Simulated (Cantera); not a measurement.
A closed system holds: 1 mol Si, a varied amount of Cl₂, 14 mol H₂, at 1225 K and 1.00 bar.

Equilibrium computed with Cantera from the NASA thermochemical tables; the gas is ideal and each condensed phase is pure. Candidate condensed phases: Si; 19 gas species. The tables' values for SiCl₃ are old estimates; treat these amounts as uncertain. Kinetics and transport are ignored.

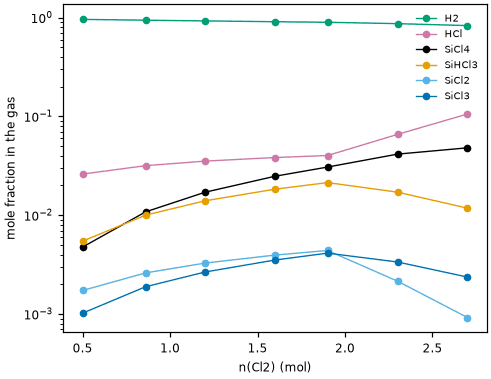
Equilibrium gas composition (values under 1e-9 drawn at 1e-9)

Q: Read off the mole fractions at 1.9 mol Cl₂.

A: H₂ about 0.90, HCl about 0.040, SiCl₄ about 0.031, SiHCl₃ about 0.021, SiCl₂ about 0.0044, SiCl₃ about 0.0041.
